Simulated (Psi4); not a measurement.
Geometry relaxation, with input and output: AlO (part 2 of 3)

The same run, continued: AlO (oxoaluminum), multiplicity 2, SMILES [O]=[Al]; PBE/def2-SVP, UKS, dispersion D4 (Psi4 1.11). The atoms were displaced at random from an optimised geometry.

Geometry of the input (Å):
```
O  -0.0816  -0.0707  0.0009
Al 0.0718  -0.0533  1.6708
```

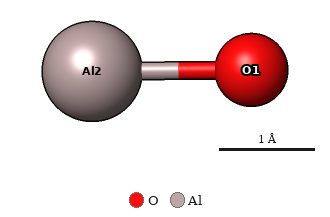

Figure 1. The structure as given in the input (ball-and-stick view, seen at a tilt; atoms are numbered from 1 in the order of the input). Sticks mark near contacts.

**The program's output, continued**
```
       Center              X                  Y                   Z               Mass
    ------------   -----------------  -----------------  -----------------  -----------------
         O            0.000000000000     0.000000000000    -1.036807318524    15.994914619570
         AL           0.000000000000    -0.000000000000     0.614629314718    26.981538530000

  Running in c2v symmetry.

  Rotational constants: A = ************  B =      0.61554  C =      0.61554 [cm^-1]
  Rotational constants: A = ************  B =  18453.35365  C =  18453.35365 [MHz]
  Nuclear repulsion =   33.325184146877170

  Charge       = 0
  Multiplicity = 2
  Electrons    = 21
  Nalpha       = 11
  Nbeta        = 10

  ==> Algorithm <==

  SCF Algorithm Type is DF.
  DIIS enabled.
  MOM disabled.
  Fractional occupation disabled.
  Guess Type is READ.
  Energy threshold   = 1.00e-08
  Density threshold  = 1.00e-08
  Integral threshold = 1.00e-12

   => Molecular Quadrature <=

    Radial Scheme          =       TREUTLER
    Pruning Scheme         =           NONE
    Nuclear Scheme         =       TREUTLER

    Blocking Scheme        =         OCTREE
    BS radius alpha        =              1
    Pruning alpha          =              1
    Radial Points          =             75
    Spherical Points       =            302
    Total Points           =          43425
    Total Blocks           =            413
    Max Points             =            255
    Max Functions          =             32
    Weights Tolerance      =       1.00E-15

   => Loading Basis Set <=

    Name: DEF2-SVP
    Role: ORBITAL
    Keyword: BASIS

  Reading orbitals from file scr/output.180.npy, no projection.

   => Auxiliary Basis Set <=

  Basis Set: (DEF2-SVP AUX)
    Blend: DEF2-UNIVERSAL-JKFIT
    Number of shells: 63
    Number of basis functions: 205
    Number of Cartesian functions: 248
    Spherical Harmonics?: true
    Max angular momentum: 4

  Cached 100.0% of DFT collocation blocks in 0.036 [GiB].

  Minimum eigenvalue in the overlap matrix is 2.7763261002E-02.
  Reciprocal condition number of the overlap matrix is 9.0299486187E-03.
    Using symmetric orthogonalization.

  ==> Pre-Iterations <==

  SCF Guess: Orbitals guess was supplied from a previous computation.

   -------------------------------------------------------
    Irrep   Nso     Nmo     Nalpha   Nbeta   Ndocc  Nsocc
   -------------------------------------------------------
     A1        16      16       7       6       6       1
     A2         2       2       0       0       0       0
     B1         7       7       2       2       2       0
     B2         7       7       2       2       2       0
   -------------------------------------------------------
    Total      32      32      11      10      10       1
   -------------------------------------------------------

  ==> Iterations <==

                           Total Energy        Delta E     RMS |[F,P]|

   @DF-UKS iter   0:  -317.27314368407099   -3.17273e+02   2.66762e-03
   @DF-UKS iter   1:  -317.26220396441158    1.09397e-02   8.03748e-04 ADIIS/DIIS
   @DF-UKS iter   2:  -317.25857684217095    3.62712e-03   4.59430e-03 ADIIS/DIIS
   @DF-UKS iter   3:  -317.26232449089287   -3.74765e-03   2.48297e-04 ADIIS/DIIS
   @DF-UKS iter   4:  -317.26233580546398   -1.13146e-05   4.43529e-05 DIIS
   @DF-UKS iter   5:  -317.26233621545174   -4.09988e-07   5.69690e-06 DIIS
   @DF-UKS iter   6:  -317.26233623136761   -1.59159e-08   6.66918e-06 DIIS
   @DF-UKS iter   7:  -317.26233624163558   -1.02680e-08   1.50361e-06 DIIS
   @DF-UKS iter   8:  -317.26233624213256   -4.96982e-10   1.41300e-07 DIIS
   @DF-UKS iter   9:  -317.26233624213688   -4.32010e-12   1.26460e-08 DIIS
   @DF-UKS iter  10:  -317.26233624213717   -2.84217e-13   9.48354e-10 DIIS
  Energy and wave function converged.

  ==> Post-Iterations <==

   Electrons on quadrature grid:
      Nalpha   =   11.0000045406 ; deviation = 4.541e-06
      Nbeta    =   10.0000047787 ; deviation = 4.779e-06
      Ntotal   =   21.0000093193 ; deviation = 9.319e-06

   @Spin Contamination Metric:   3.613959756E-03
   @S^2 Expected:                7.500000000E-01
   @S^2 Observed:                7.536139598E-01
   @S   Expected:                5.000000000E-01
   @S   Observed:                5.000000000E-01

    Final Occupation by Irrep:
             A1    A2    B1    B2
    DOCC [     6,    0,    2,    2 ]
    SOCC [     1,    0,    0,    0 ]
    NA   [     7,    0,    2,    2 ]
    NB   [     6,    0,    2,    2 ]

  @DF-UKS Final Energy:  -317.26233624213717

   => Energetics <=

    Nuclear Repulsion Energy =             33.3251841468771701
    One-Electron Energy =                -507.1102534065400391
    Two-Electron Energy =                 183.4749934036896661
    DFT Exchange-Correlation Energy =     -26.9513705930025438
    Empirical Dispersion Energy =          -0.0008897931614502
    VV10 Nonlocal Energy =                  0.0000000000000000
    Total Energy =                       -317.2623362421371667

  UHF NO Occupations:
  HONO-2 :    2 B2 1.9999214
  HONO-1 :    6 A1 1.9984055
  HONO-0 :    7 A1 1.0000000
  LUNO+0 :    8 A1 0.0015945
  LUNO+1 :    3 B1 0.0000786
  LUNO+2 :    3 B2 0.0000786
  LUNO+3 :    9 A1 0.0000559

Computation Completed

Properties will be evaluated at   0.000000,   0.000000,   0.000000 [a0]

Properties computed using the SCF density matrix

 Multipole Moments:

 ------------------------------------------------------------------------------------
     Multipole            Electronic (a.u.)      Nuclear  (a.u.)        Total (a.u.)
 ------------------------------------------------------------------------------------

 L = 1.  Multiply by 2.5417464519 to convert [e a0] to [Debye]
 Dipole X            :          0.0000000            0.0000000            0.0000000
 Dipole Y            :          0.0000000            0.0000000            0.0000000
 Dipole Z            :          1.9321702           -0.5750011            1.3571692
 Magnitude           :                                                    1.3571692

 ------------------------------------------------------------------------------------

	total time  =          2 seconds =       0.03 minutes

         ------------------------------------------------------------
                                   SCF GRAD
         ------------------------------------------------------------

  ==> Geometry <==

    Molecular point group: c2v
    Full point group: C_inf_v

    Geometry (in Angstrom), charge = 0, multiplicity = 2:

       Center              X                  Y                   Z               Mass
    ------------   -----------------  -----------------  -----------------  -----------------
         O            0.000000000000     0.000000000000    -1.036807318524    15.994914619570
         AL          -0.000000000000     0.000000000000     0.614629314718    26.981538530000

  Nuclear repulsion =   33.325184146877170

   => Molecular Quadrature <=

    Radial Scheme          =       TREUTLER
    Pruning Scheme         =           NONE
    Nuclear Scheme         =       TREUTLER

    Blocking Scheme        =         OCTREE
    BS radius alpha        =              1
    Pruning alpha          =              1
    Radial Points          =             75
    Spherical Points       =            302
    Total Points           =          43425
    Total Blocks           =            413
    Max Points             =            255
    Max Functions          =             32
    Weights Tolerance      =       1.00E-15

  -Total Gradient:
     Atom            X                  Y                   Z
    ------   -----------------  -----------------  -----------------
       1        0.000000000000     0.000000000000    -0.003498221992
       2        0.000000000000     0.000000000000     0.003540932904

	total time  =          0 seconds =       0.00 minutes

    			-----------------------------------------

    			 OPTKING 3.0: for geometry optimizations

    			        with contributions from

    			-----------------------------------------

	                            ===> Fragment 1 <==

	 Z (Atomic Numbers)          Masses                          Geom
	       8.000000            15.994915          0.00000000  0.00000000 -1.95928188
	      13.000000            26.981539         -0.00000000  0.00000000  1.16148107

	 - Coordinate -           - BOHR/RAD -       - ANG/DEG -
	 R(1,2)           =         3.120763           1.651437

	        --- Internal Coordinate Step in ANG or DEG, aJ/ANG or AJ/DEG ---
	-------------------------------------------------------------------------------
	           Coordinate      Previous         Force          Change          New
	           ----------      --------        ------          ------        ------
	               R(1,2)       1.65144       -0.02900       -0.00589       1.64555
	-------------------------------------------------------------------------------

	                                 ==> Convergence Check <==

	Measures of convergence in internal coordinates in au.

	Criteria marked as inactive (o), active & met (*), and active & unmet ( ).

	----------------------------------------------------------------------------------------------
	   Step    Total Energy     Delta E     Max Force     RMS Force      Max Disp      RMS Disp
	----------------------------------------------------------------------------------------------
	  Convergence Criteria     1.00e-06 *    3.00e-04 *             o    1.20e-03 *             o
	----------------------------------------------------------------------------------------------
	     2    -317.26233624   -5.50e-04      3.52e-03      3.52e-03 o    1.11e-02      1.11e-02 o  ~
	----------------------------------------------------------------------------------------------

Next Geometry in Ang
	Fragment 1 (Ang)

	    O   0.0000000000   0.0000000000  -1.0338615753
	   Al  -0.0000000000   0.0000000000   0.6116835715

    Structure for next step:
    Molecular point group: c2v
    Full point group: C_inf_v

    Geometry (in Angstrom), charge = 0, multiplicity = 2:

    O            0.000000000000    -0.000000000000    -1.033108517006
    AL           0.000000000000     0.000000000000     0.612436629731

gradient() will perform analytic gradient computation.

  ==> Geometry <==

    Molecular point group: c2v
    Full point group: C_inf_v

    Geometry (in Angstrom), charge = 0, multiplicity = 2:

       Center              X                  Y                   Z               Mass
    ------------   -----------------  -----------------  -----------------  -----------------
         O           -0.000000000000     0.000000000000    -1.033108517006    15.994914619570
         AL           0.000000000000     0.000000000000     0.612436629731    26.981538530000

  Running in c2v symmetry.

  Rotational constants: A = ************  B =      0.61995  C =      0.61995 [cm^-1]
  Rotational constants: A = ************  B =  18585.72596  C =  18585.72596 [MHz]
  Nuclear repulsion =   33.444497113211433

  Charge       = 0
  Multiplicity = 2
  Electrons    = 21
  Nalpha       = 11
  Nbeta        = 10

   => Molecular Quadrature <=

    Radial Scheme          =       TREUTLER
    Pruning Scheme         =           NONE
    Nuclear Scheme         =       TREUTLER

    Blocking Scheme        =         OCTREE
    BS radius alpha        =              1
    Pruning alpha          =              1
    Radial Points          =             75
    Spherical Points       =            302
    Total Points           =          43425
    Total Blocks           =            406
    Max Points             =            255
    Max Functions          =             32
    Weights Tolerance      =       1.00E-15

  ==> Integral Setup <==

  DFHelper Memory: AOs need 0.002 GiB; user supplied 1.081 GiB.
  SCF_SUBTYPE=INCORE selected. In-core MEM_DF algorithm will be used.
  Using in-core AOs.

   => Auxiliary Basis Set <=

  Basis Set: (DEF2-SVP AUX)
    Blend: DEF2-UNIVERSAL-JKFIT
    Number of shells: 63
    Number of basis functions: 205
    Number of Cartesian functions: 248
    Spherical Harmonics?: true
    Max angular momentum: 4

  Cached 100.0% of DFT collocation blocks in 0.036 [GiB].

  Minimum eigenvalue in the overlap matrix is 2.7128859841E-02.
  Reciprocal condition number of the overlap matrix is 8.8115308481E-03.
    Using symmetric orthogonalization.

  ==> Iterations <==

                           Total Energy        Delta E     RMS |[F,P]|

   @DF-UKS iter   0:  -317.26489014388966   -3.17265e+02   6.31266e-04
   @DF-UKS iter   1:  -317.26234790604667    2.54224e-03   1.81640e-04 ADIIS/DIIS
   @DF-UKS iter   2:  -317.26215383838007    1.94068e-04   1.06371e-03 ADIIS/DIIS
   @DF-UKS iter   3:  -317.26235452083944   -2.00682e-04   2.86200e-05 DIIS
   @DF-UKS iter   4:  -317.26235463953856   -1.18699e-07   1.40178e-05 DIIS
   @DF-UKS iter   5:  -317.26235467789007   -3.83515e-08   1.53104e-06 DIIS
   @DF-UKS iter   6:  -317.26235467880383   -9.13758e-10   1.53764e-06 DIIS
   @DF-UKS iter   7:  -317.26235467934811   -5.44276e-10   3.18849e-07 DIIS
   @DF-UKS iter   8:  -317.26235467937056   -2.24532e-11   3.11486e-08 DIIS
   @DF-UKS iter   9:  -317.26235467937056    0.00000e+00   1.32516e-09 DIIS
  Energy and wave function converged.

  ==> Post-Iterations <==

   Electrons on quadrature grid:
      Nalpha   =   11.0000046486 ; deviation = 4.649e-06
      Nbeta    =   10.0000048840 ; deviation = 4.884e-06
      Ntotal   =   21.0000095325 ; deviation = 9.533e-06

   @Spin Contamination Metric:   3.559748806E-03
   @S^2 Expected:                7.500000000E-01
   @S^2 Observed:                7.535597488E-01
   @S   Expected:                5.000000000E-01
   @S   Observed:                5.000000000E-01

    Final Occupation by Irrep:
             A1    A2    B1    B2
    DOCC [     6,    0,    2,    2 ]
    SOCC [     1,    0,    0,    0 ]
    NA   [     7,    0,    2,    2 ]
    NB   [     6,    0,    2,    2 ]

  @DF-UKS Final Energy:  -317.26235467937056

   => Energetics <=

    Nuclear Repulsion Energy =             33.4444971132114333
    One-Electron Energy =                -507.3521656444875134
    Two-Electron Energy =                 183.6002405507706499
    DFT Exchange-Correlation Energy =     -26.9540364367843068
    Empirical Dispersion Energy =          -0.0008902620808025
    VV10 Nonlocal Energy =                  0.0000000000000000
    Total Energy =                       -317.2623546793705600

  UHF NO Occupations:
  HONO-2 :    2 B1 1.9999196
  HONO-1 :    6 A1 1.9984352
  HONO-0 :    7 A1 1.0000000
  LUNO+0 :    8 A1 0.0015648
  LUNO+1 :    3 B2 0.0000804
  LUNO+2 :    3 B1 0.0000804
  LUNO+3 :    9 A1 0.0000549

Computation Completed

Properties will be evaluated at   0.000000,   0.000000,   0.000000 [a0]

Properties computed using the SCF density matrix

 Multipole Moments:

 ------------------------------------------------------------------------------------
     Multipole            Electronic (a.u.)      Nuclear  (a.u.)        Total (a.u.)
 ------------------------------------------------------------------------------------

 L = 1.  Multiply by 2.5417464519 to convert [e a0] to [Debye]
 Dipole X            :          0.0000000            0.0000000            0.0000000
 Dipole Y            :          0.0000000            0.0000000            0.0000000
 Dipole Z            :          1.9282843           -0.5729497            1.3553345
 Magnitude           :                                                    1.3553345

 ------------------------------------------------------------------------------------

	total time  =          3 seconds =       0.05 minutes

         ------------------------------------------------------------
                                   SCF GRAD
         ------------------------------------------------------------

  ==> Geometry <==
```
